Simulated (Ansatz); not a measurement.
```cif
data_structure
_symmetry_space_group_name_H-M 'P 1'
_symmetry_Int_Tables_number 1
_cell_length_a 2.8356
_cell_length_b 2.8356
_cell_length_c 8.5423
_cell_angle_alpha 90.000
_cell_angle_beta 90.000
_cell_angle_gamma 90.000
_cell_volume 68.69
loop_
_atom_site_label
_atom_site_type_symbol
_atom_site_fract_x
_atom_site_fract_y
_atom_site_fract_z
_atom_site_occupancy
Ni1 Ni 0.00000 0.00000 0.50000 1
Ge1 Ge 0.50000 0.50000 0.31759 1
Ge2 Ge 0.50000 0.50000 0.68241 1
Ge3 Ge 0.50000 0.50000 0.00000 1
```

Space group P4/mmm; a generated structure, not necessarily the stable one; computed pressure about −4 GPa in this cell; computed without spin polarisation.

Method: DFT r2SCAN, scalar-relativistic, plane waves, PAW in Ansatz 0.2.0.

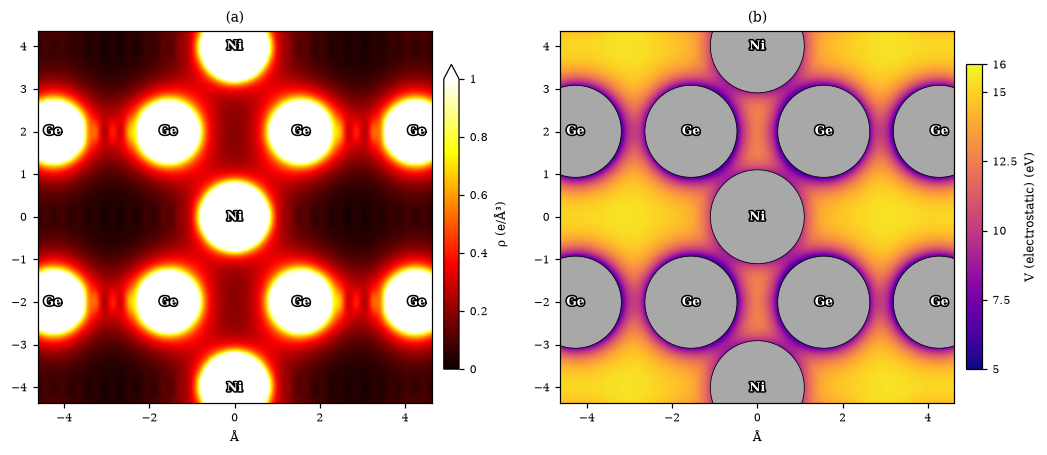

NiGe₃. (a) valence charge density (pseudo); (b) electrostatic potential energy of an electron on the (110) plane of the conventional cell. Grey discs cover the atomic cores in the potential map.

In a PAW calculation such maps are meaningful between the atoms, not at the nuclei.

Q: Interpret the plot.

A: The plane passes through Ni and Ge nuclei.
Ni–Ge (2.54 Å): the density is about 0.33 e/Å³ at the midpoint.
Ge–Ge (2.71 Å): the density is about 0.4 e/Å³ at the midpoint, with its minimum of 0.25 e/Å³ about 1.5 Å from Ge.
Between the atoms the lowest density in this plane is 0.02 e/Å³.
Outside the cores the potential energy rises away from the atoms and is highest about 2.3 Å from the nearest atoms; its zero is arbitrary.
